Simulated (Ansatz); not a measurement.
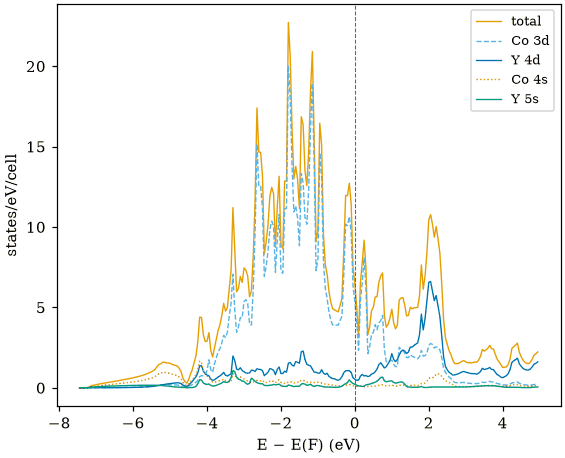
Fig. 1. Total and projected density of states of YCo$_{2}$ (cubic Laves (MgCu2 type), Fd-3m), PBEsol in the plane-wave PAW code Ansatz

Question: Which orbitals carry the states next to the Fermi level?

Answer: Within 0.5 eV of the Fermi level: Co 3d 82 %, Y 4d 11 %. Projections are on Löwdin-orthogonalised atomic valence shells; empty p or d shells of many metals are not among them.

Question: Where is the tallest occupied peak in this window, and what makes it?

Answer: Near -1.8 eV, about 23 states/eV per cell; the largest projected share is Co 3d.

The first step of the workflow began from a Materials Project structure, measured or hypothetical; the Crystallography Open Database files this formula in space group No. 227, but the cells were not matched. Its standing as an ambient phase is unchecked. The cell was relaxed with PBEsol under the symmetry of its start, as lowered by the spin order; whether a distortion lowers the energy is not shown. Spin order of the final state: ferrimagnetic, chosen from 4 collinear starts compared on coarse meshes (ties went to the first, and starts can fall back to one state), not a proven ground state. Scalar-relativistic: spin–orbit coupling is off unless named, which matters more the heavier the elements.

Potentials: the later of the program's two PAW sets.
